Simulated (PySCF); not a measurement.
NMR shielding calculation of C4H9F

The run: NMR shielding calculation of C4H9F. Method and program: GIAO PBE0/pcSseg-1 NMR shielding, non-relativistic, gas phase (PySCF 2.14.0).

The geometry comes from this level: PBE0-D3(BJ)/def2-SVP. Figures and captions count atoms from 1; the log counts them from 0 in places.

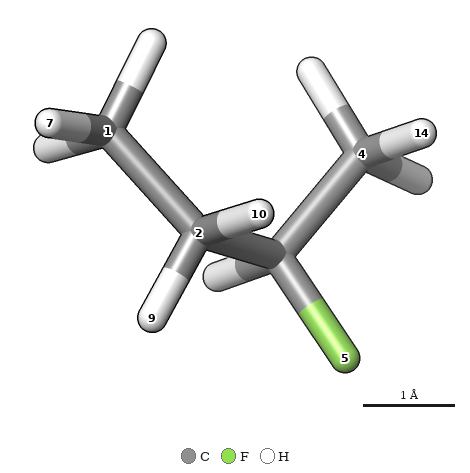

Figure 1. The structure (stick view, seen at a tilt; atoms are numbered from 1 in the order of the input). Bond lengths as drawn: C–C 1.51 to 1.52 Å, C–F 1.38 Å and C–H 1.10 to 1.11 Å.

Key numbers:

```csv
quantity,value
outcome,converged
total energy,−257.372360 hartree
HOMO,−8.95 eV
LUMO,1.43 eV
dipole moment,1.90 D
"isotropic shielding, C",93.0 to 173.2 ppm
"isotropic shielding, F",365.9 ppm
"isotropic shielding, H",27.0 to 30.6 ppm
hardware,"1 CPU thread, shared host"
wall time,8.4 s
peak memory,0.68 GiB
```

The input:
```
{"job": {"xc": "PBE0", "basis": "pcSseg-1", "kind": "nmr", "pop": false}, "charge": 0, "multiplicity": 1}
C      1.439340     0.314643     0.329696
C      0.541177    -0.195897    -0.784866
C     -0.779868    -0.769876    -0.305519
C     -1.716318     0.234298     0.325540
F     -1.420357    -1.332966    -1.396416
H      1.643883    -0.471885     1.074026
H      2.408152     0.649937    -0.068136
H      0.992940     1.168148     0.862575
H      1.053537    -0.991605    -1.349538
H      0.325591     0.607423    -1.509916
H     -0.580686    -1.593114     0.406944
H     -2.665478    -0.249480     0.596713
H     -1.279340     0.667921     1.236474
H     -1.933049     1.050264    -0.381101
```

The first line tells a small driver script what to run in PySCF; the rest is the geometry in Å.

Run as:
```bash
OMP_NUM_THREADS=1 python <driver script> task.json out
```

Output:
```
coarse grid: 11016 points
cycle   1  E = -257.2805547977  dE =  2.681e-01  |g| = 5.239e-01  |ddm| = 2.965e+00
cycle   2  E = -257.2593205980  dE =  2.123e-02  |g| = 6.687e-01  |ddm| = 8.539e-01
cycle   3  E = -257.3342972253  dE = -7.498e-02  |g| = 6.029e-02  |ddm| = 4.812e-01
cycle   4  E = -257.3348513606  dE = -5.541e-04  |g| = 2.762e-02  |ddm| = 5.429e-02
cycle   5  E = -257.3350125809  dE = -1.612e-04  |g| = 2.933e-03  |ddm| = 2.313e-02
cycle   6  E = -257.3350142384  dE = -1.657e-06  |g| = 9.575e-04  |ddm| = 2.949e-03
final grid: 104784 points
cycle   7  E = -257.3723429289  dE = -3.250e-05  |g| = 8.332e-03  |ddm| = 2.113e-02
cycle   8  E = -257.3723332680  dE =  9.661e-06  |g| = 1.098e-02  |ddm| = 1.410e-02
cycle   9  E = -257.3723594742  dE = -2.621e-05  |g| = 1.062e-03  |ddm| = 7.812e-03
cycle  10  E = -257.3723596505  dE = -1.763e-07  |g| = 2.061e-04  |ddm| = 8.837e-04
cycle  11  E = -257.3723596570  dE = -6.529e-09  |g| = 3.386e-05  |ddm| = 1.371e-04
cycle  12  E = -257.3723596572  dE = -2.357e-10  |g| = 1.217e-05  |ddm| = 3.740e-05
```

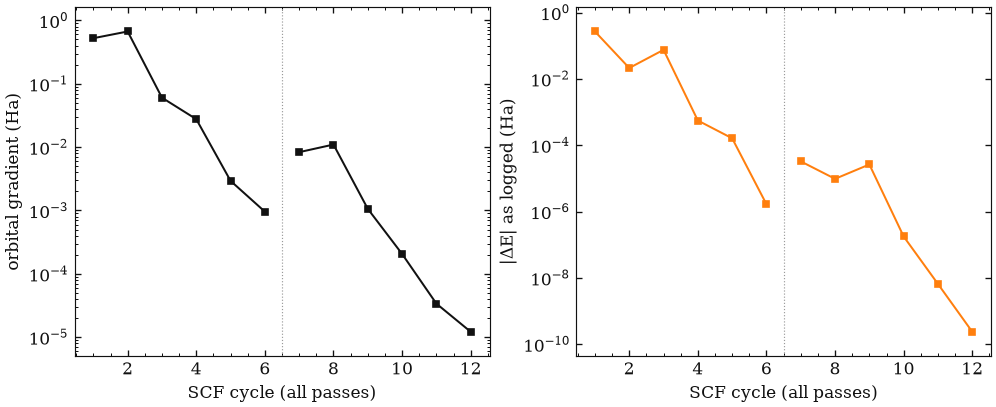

Figure 2. Convergence of the self-consistent field: orbital gradient and size of the energy change against the SCF cycle. The dotted line marks the change from a coarse to the final integration grid. The first 6 cycles use a coarse grid, the final grid takes over at cycle 7, and the field converges after 12 cycles in all.

```
converged SCF energy = -257.3723596572

GIAO shielding tensors (ppm)
atom      isotropic    diamagn.    paramagn.     s11        s22        s33       span
  0 C      173.248     248.342     -75.094    165.646    169.143    184.955     19.309
  1 C      152.012     247.869     -95.857    137.621    148.830    169.584     31.963
  2 C       93.032     243.853    -150.820     56.149     74.366    148.582     92.433
  3 C      163.648     249.154     -85.506    150.823    155.901    184.221     33.399
  4 F      365.869     472.915    -107.045    336.936    370.995    389.677     52.740
  5 H       30.618      30.093       0.525     26.633     28.358     36.864     10.231
  6 H       30.147      28.696       1.451     25.749     27.330     37.361     11.613
  7 H       30.617      30.748      -0.130     25.956     29.859     36.037     10.081
  8 H       29.460      30.290      -0.830     24.934     28.749     34.696      9.762
  9 H       30.009      30.973      -0.963     26.629     29.084     34.315      7.686
 10 H       27.018      30.599      -3.581     24.641     27.163     29.250      4.610
 11 H       29.690      28.342       1.348     25.918     27.177     35.975     10.057
 12 H       30.148      30.592      -0.444     25.473     29.729     35.242      9.769
 13 H       30.290      29.799       0.490     27.050     28.386     35.434      8.384
```

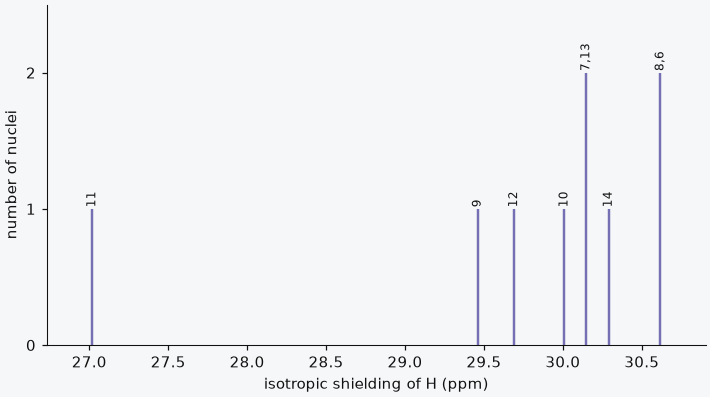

Figure 3. Isotropic shieldings of the hydrogen nuclei in this fixed geometry, labelled by atom number; shielding grows to the right, so chemical shift grows to the left. The least shielded is H11 (27.0 ppm), the most shielded H6 (30.6 ppm).
